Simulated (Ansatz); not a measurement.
C$_{2}$H$_{9}$NOSi: geometry relaxation (part 1 of 2)

The run: geometry relaxation of C$_{2}$H$_{9}$NOSi, SMILES CN([SiH3])CO. Method and program: RKS PBE-D4/def2-SVP (Ansatz 0.2.0).

The geometry: force-field start. Figures and captions count atoms from 1; the log counts them from 0 in places.

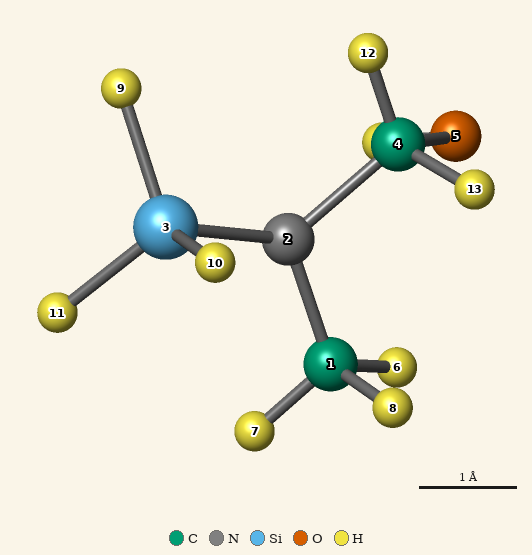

*The input geometry (ball-and-stick view, seen at a tilt; atoms are numbered from 1 in the order of the input).*

### Summary

| quantity | value |
| --- | --- |
| outcome | converged |
| total energy | −13617.5403 eV |
| mean-field energy | −13617.2562 eV |
| dispersion energy | −0.2841 eV |
| SCF solution under orbital rotations | stable |
| largest force (length of the vector) at the end | 0.030 eV/Å |
| dipole moment | 0.74 D |
| hardware | 4 threads of Intel Xeon, 15 GiB of memory available, shared host |
| wall time | 8 s (CPU time 26 s) |
| peak memory | 0.19 GiB |

### Input
```yaml
crystal:
  periodic: [false, false, false]
  atoms:
    - {symbol: C, position_ang: [-1.208100, 0.490600, 0.497100]}
    - {symbol: N, position_ang: [0.059200, -0.070800, 0.228800]}
    - {symbol: Si, position_ang: [0.149000, -1.785600, 0.066500]}
    - {symbol: C, position_ang: [0.867800, 0.780200, -0.718700]}
    - {symbol: O, position_ang: [1.079800, 2.011200, -0.135600]}
    - {symbol: H, position_ang: [-1.174000, 1.596500, 0.803300]}
    - {symbol: H, position_ang: [-1.749100, 0.019800, 1.305400]}
    - {symbol: H, position_ang: [-1.859700, 0.514300, -0.410100]}
    - {symbol: H, position_ang: [1.622600, -2.124300, 0.084400]}
    - {symbol: H, position_ang: [-0.485400, -2.166400, -1.160500]}
    - {symbol: H, position_ang: [-0.505100, -2.398800, 1.267600]}
    - {symbol: H, position_ang: [1.783400, 0.342100, -0.966000]}
    - {symbol: H, position_ang: [0.191300, 0.961000, -1.663300]}
    - {symbol: H, position_ang: [1.215500, 1.801000, 0.830000]}
basis:
  gaussian: {orbitals: def2-SVP}
hamiltonian: {xc: pbe, dispersion: d4}
relax: {f_tol: 0.03, max_steps: 200}
```

Launched with:
```bash
ansatz run in.yaml --threads 4 --pin off --events-out ev --progress --plain --max-ram 10444MiB
```

### Log
```
Functional definition: PBE
  name "PBE"
  cite "Perdew, Burke & Ernzerhof, Phys. Rev. Lett. 77, 3865 (1996) doi:10.1103/PhysRevLett.77.3865"
  parent pbe
  parameter kappa = 0.804
  parameter beta = 0.06672455060314922
  exchange = pbe_x(kappa = kappa, mu = beta*pi^2/3)
  correlation = pbe_c(beta = beta)
1349 factors; their error is unknown
mean field evaluation 1: about -13606.7174 eV, gradient 6.7e1 eV
mean field evaluation 2: about -13579.5058 eV, gradient 1.3e2 eV
mean field evaluation 4: about -13616.5709 eV, gradient 1.0e1 eV
mean field evaluation 8: about -13616.7655 eV, gradient 1.7e-1 eV
mean field evaluation 16: about -13616.6832 eV, gradient 3.3e-4 eV
mean field -13616.68323256 eV, -500.4038790773 hartree, gradient 4.4e-5 eV, S^2 0.000000; 0 other end points of the search recorded, 0 dependent functions left out
the calculation of the forces begins
reference -13616.68326893 eV, -500.4038804136 hartree; 25, 25 occupied and 94, 94 virtual orbitals, 1349 factors
relax step   1: F+E_penalty+E_count = -13616.97366385 eV  Δ(F+E_penalty+E_count) = +0.000e0 eV  max|allowed force component| = 4.186e0 eV/Å  Δτ_max = 0.0000 Å  (29 SCF iters, accepted)
these checks for a lower state are left out or cut short: starts, cluster_reference, orbital_swaps, neighbouring_geometries, increment
1349 factors; their error is unknown
mean field -13617.13647417 eV, -500.4205353990 hartree, gradient 8.0e-6 eV, S^2 0.000000; 0 other end points of the search recorded, 0 dependent functions left out
the calculation of the forces begins
reference -13617.13651064 eV, -500.4205367394 hartree; 25, 25 occupied and 94, 94 virtual orbitals, 1349 factors
relax step   2: F+E_penalty+E_count = -13617.42318768 eV  Δ(F+E_penalty+E_count) = -4.495e-1 eV  max|allowed force component| = 1.205e0 eV/Å  Δτ_max = 0.1517 Å  (30 SCF iters, accepted)
these checks for a lower state are left out or cut short: starts, cluster_reference, orbital_swaps, neighbouring_geometries, increment
1349 factors; their error is unknown
mean field evaluation 32: about -13617.1607 eV, gradient 9.0e-6 eV
mean field -13617.16073711 eV, -500.4214270456 hartree, gradient 9.0e-6 eV, S^2 0.000000; 0 other end points of the search recorded, 0 dependent functions left out
the calculation of the forces begins
reference -13617.16077398 eV, -500.4214284008 hartree; 25, 25 occupied and 94, 94 virtual orbitals, 1349 factors
relax step   3: F+E_penalty+E_count = -13617.44463272 eV  Δ(F+E_penalty+E_count) = -2.145e-2 eV  max|allowed force component| = 1.198e0 eV/Å  Δτ_max = 0.1591 Å  (28 SCF iters, accepted)
these checks for a lower state are left out or cut short: starts, cluster_reference, orbital_swaps, neighbouring_geometries, increment
1349 factors; their error is unknown
mean field -13617.23900822 eV, -500.4243034560 hartree, gradient 2.6e-5 eV, S^2 0.000000; 0 other end points of the search recorded, 0 dependent functions left out
the calculation of the forces begins
reference -13617.23904503 eV, -500.4243048088 hartree; 25, 25 occupied and 94, 94 virtual orbitals, 1349 factors
relax step   4: F+E_penalty+E_count = -13617.52347726 eV  Δ(F+E_penalty+E_count) = -7.884e-2 eV  max|allowed force component| = 1.724e-1 eV/Å  Δτ_max = 0.1053 Å  (29 SCF iters, accepted)
these checks for a lower state are left out or cut short: starts, cluster_reference, orbital_swaps, neighbouring_geometries, increment
1349 factors; their error is unknown
mean field -13617.24116661 eV, -500.4243827752 hartree, gradient 8.7e-6 eV, S^2 0.000000; 0 other end points of the search recorded, 0 dependent functions left out
the calculation of the forces begins
reference -13617.24120347 eV, -500.4243841301 hartree; 25, 25 occupied and 94, 94 virtual orbitals, 1349 factors
relax step   5: F+E_penalty+E_count = -13617.52566200 eV  Δ(F+E_penalty+E_count) = -2.185e-3 eV  max|allowed force component| = 5.542e-1 eV/Å  Δτ_max = 0.1720 Å  (29 SCF iters, accepted)
these checks for a lower state are left out or cut short: starts, cluster_reference, orbital_swaps, neighbouring_geometries, increment
1349 factors; their error is unknown
mean field -13617.25230828 eV, -500.4247922243 hartree, gradient 2.5e-5 eV, S^2 0.000000; 0 other end points of the search recorded, 0 dependent functions left out
the calculation of the forces begins
reference -13617.25234505 eV, -500.4247935753 hartree; 25, 25 occupied and 94, 94 virtual orbitals, 1349 factors
relax step   6: F+E_penalty+E_count = -13617.53651872 eV  Δ(F+E_penalty+E_count) = -1.086e-2 eV  max|allowed force component| = 1.585e-1 eV/Å  Δτ_max = 0.1141 Å  (30 SCF iters, accepted)
these checks for a lower state are left out or cut short: starts, cluster_reference, orbital_swaps, neighbouring_geometries, increment
1349 factors; their error is unknown
mean field -13617.25286956 eV, -500.4248128509 hartree, gradient 2.4e-5 eV, S^2 0.000000; 0 other end points of the search recorded, 0 dependent functions left out
the calculation of the forces begins
reference -13617.25290637 eV, -500.4248142036 hartree; 25, 25 occupied and 94, 94 virtual orbitals, 1349 factors
relax step   7: F+E_penalty+E_count = -13617.53742608 eV  Δ(F+E_penalty+E_count) = -9.074e-4 eV  max|allowed force component| = 9.004e-2 eV/Å  Δτ_max = 0.0848 Å  (29 SCF iters, accepted)
these checks for a lower state are left out or cut short: starts, cluster_reference, orbital_swaps, neighbouring_geometries, increment
1349 factors; their error is unknown
mean field evaluation 64: about -13617.2556 eV, gradient 3.0e-1 eV
mean field -13617.25582261 eV, -500.4249213733 hartree, gradient 2.5e-5 eV, S^2 0.000000; 0 other end points of the search recorded, 0 dependent functions left out
the calculation of the forces begins
reference -13617.25585943 eV, -500.4249227266 hartree; 25, 25 occupied and 94, 94 virtual orbitals, 1349 factors
relax step   8: F+E_penalty+E_count = -13617.53988158 eV  Δ(F+E_penalty+E_count) = -2.456e-3 eV  max|allowed force component| = 5.361e-2 eV/Å  Δτ_max = 0.0548 Å  (28 SCF iters, accepted)
these checks for a lower state are left out or cut short: starts, cluster_reference, orbital_swaps, neighbouring_geometries, increment
1349 factors; their error is unknown
mean field -13617.25620843 eV, -500.4249355522 hartree, gradient 2.5e-5 eV, S^2 0.000000; 0 other end points of the search recorded, 0 dependent functions left out
the calculation of the forces begins
reference -13617.25624527 eV, -500.4249369058 hartree; 25, 25 occupied and 94, 94 virtual orbitals, 1349 factors
relax step   9: F+E_penalty+E_count = -13617.54028801 eV  Δ(F+E_penalty+E_count) = -4.064e-4 eV  max|allowed force component| = 2.707e-2 eV/Å  Δτ_max = 0.0131 Å  (31 SCF iters, accepted)
1349 factors; their error is unknown
mean field evaluation 96: about -13617.2562 eV, gradient 4.4e-5 eV
```

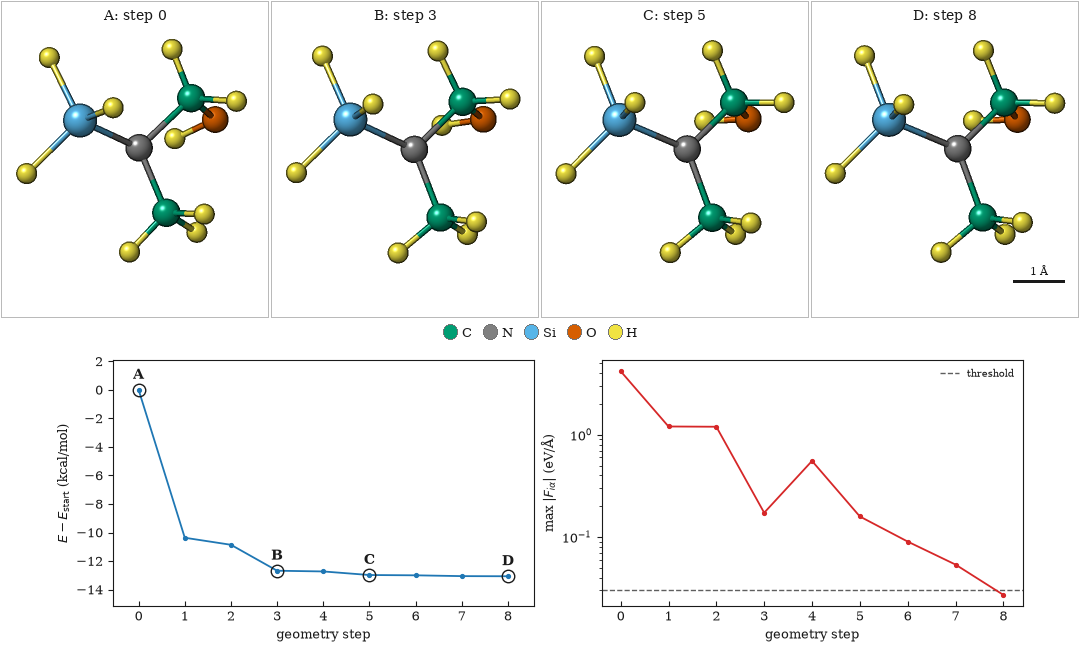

*Frames of the relaxation (ball-and-stick view, seen at a tilt) above the curves, on which the letters mark them (the first geometry is step 0 here and step 1 in the log).*

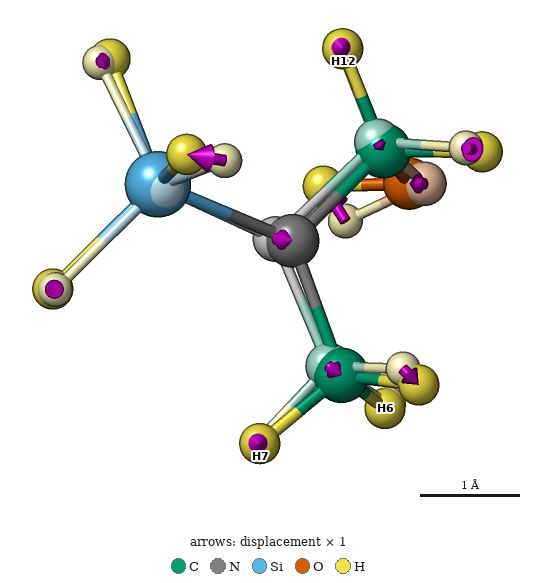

*Start (faint) and end (solid) with the displacements as pink arrows, at true length (ball-and-stick view, seen at a tilt). The two geometries are laid on each other by the best rigid fit.*

The largest move after the best rigid fit is that of H14, 0.44 Å. By element the largest moves are H 0.44 Å, N 0.23 Å, O 0.21 Å, C 0.19 Å, Si 0.06 Å. Distances before and after: Si3–H10 1.433 → 1.514 Å, C4–H12 1.045 → 1.118 Å, N2–C4 1.509 → 1.447 Å, C4–H13 1.176 → 1.116 Å. Among the angles that change: N2–Si3–H10 108.8° → 115.5°, H10–Si3–H11 112.6° → 107.0°, H6–C1–H8 102.3° → 107.8°. Over 8 geometry steps the energy falls by 13.1 kcal/mol. Largest force component: 4.2 eV/Å at the start, 0.027 eV/Å at the end. (Atoms are counted from 1 in the order of the input.)

```
mean field -13617.25620843 eV, -500.4249355522 hartree, gradient 3.0e-5 eV, S^2 0.000000; 1 other end points of the search recorded, 0 dependent functions left out
the calculation of the forces begins
reference -13617.25624527 eV, -500.4249369058 hartree; 25, 25 occupied and 94, 94 virtual orbitals, 1349 factors
Total energy: -13617.54032484 eV, -500.4353766377 hartree
Atom 0 at    -1.368499     0.535049     0.415253 Å, force    -0.015306    -0.008016     0.002412 eV/Å
Atom 1 at    -0.076632    -0.035463     0.050644 Å, force     0.027070     0.000124    -0.013658 eV/Å
Atom 2 at     0.198962    -1.766580     0.101766 Å, force    -0.014312    -0.000793    -0.009390 eV/Å
Atom 3 at     0.782647     0.849715    -0.706351 Å, force    -0.006499     0.002361    -0.005811 eV/Å
Atom 4 at     1.187377     1.985400     0.031467 Å, force     0.000980    -0.018646     0.007793 eV/Å
Atom 5 at    -1.220021     1.553011     0.831432 Å, force     0.000245    -0.004327    -0.000419 eV/Å
Atom 6 at    -1.863459    -0.082703     1.191961 Å, force     0.001850     0.007041    -0.005034 eV/Å
Atom 7 at    -2.067505     0.620290    -0.452480 Å, force     0.004400    -0.002123     0.006000 eV/Å
```
